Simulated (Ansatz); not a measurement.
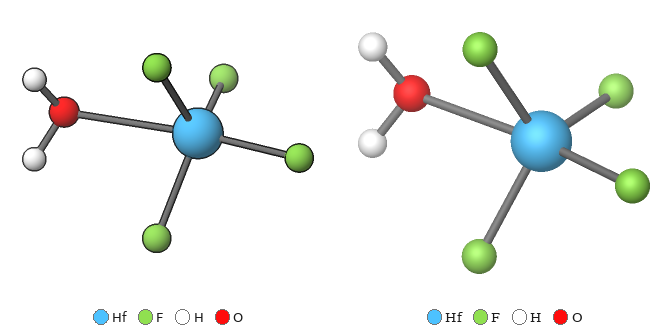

Two views of one molecule.

The species is neutral and a spin singlet. The computed structure is the end point of a PBE0-D4/def2-TZVP optimisation.

Description:

Formula F₄H₂HfO. The point group is Cs. Coordination: 1 Hf trigonal bipyramidal; 1 O trigonal pyramidal.

More results for the same structure follow; atom numbers are the same in all pictures, views and colours differ.

**Thermal motion**

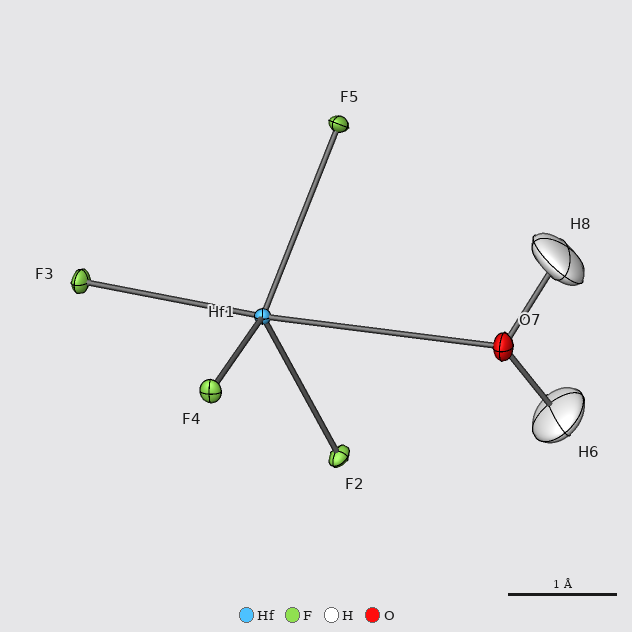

Displacement ellipsoids at the 50 % level, from the internal vibrations of the free molecule (harmonic, no overall translation or rotation; no half-axis is drawn under 0.075 Å). Vibrations computed with RKS PBE0-D4/def2-TZVP, core potentials on Hf (Ansatz 0.2.0). Temperature: 100 K.

Give the displacement parameters, one line for each set of equivalent atoms.

| atom | U_eq (Å²) | rms amplitudes (Å) |
| --- | --- | --- |
| Hf1 | 0.00016 | 0.012, 0.013, 0.013 |
| F2, F5 | 0.0039 | 0.039, 0.060, 0.081 |
| F3 | 0.0046 | 0.037, 0.075, 0.082 |
| F4 | 0.0038 | 0.038, 0.065, 0.075 |
| H6, H8 | 0.0424 | 0.094, 0.188, 0.288 |
| O7 | 0.0068 | 0.058, 0.087, 0.097 |

**Electronic properties**

Level of theory: RKS PBE0-D4/def2-TZVP, core potentials on Hf (Ansatz 0.2.0).

Predict the main results.

- dipole moment: 4.97 D
- harmonic zero-point energy: 86.2 kJ/mol
- dispersion correction: −10.5 kJ/mol

**Charges**

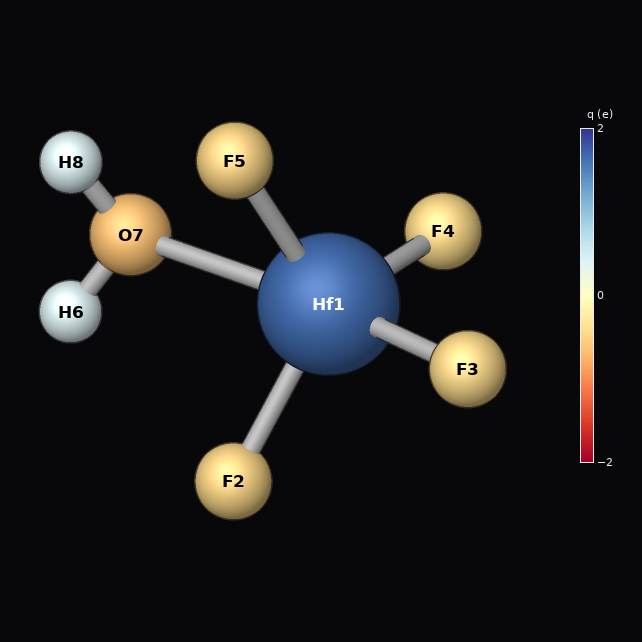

Atoms are coloured by their Mulliken charges. Level of theory: RKS PBE0-D4/def2-TZVP, core potentials on Hf (Ansatz 0.2.0).

Give the Mulliken charges atom by atom.

| atom | value (e) |
| --- | --- |
| Hf1 | 1.65 |
| F2 | −0.47 |
| F3 | −0.43 |
| F4 | −0.43 |
| F5 | −0.47 |
| H6 | 0.38 |
| O7 | −0.62 |
| H8 | 0.38 |

Mulliken values depend strongly on the basis set and can even reverse the polarity of a bond.
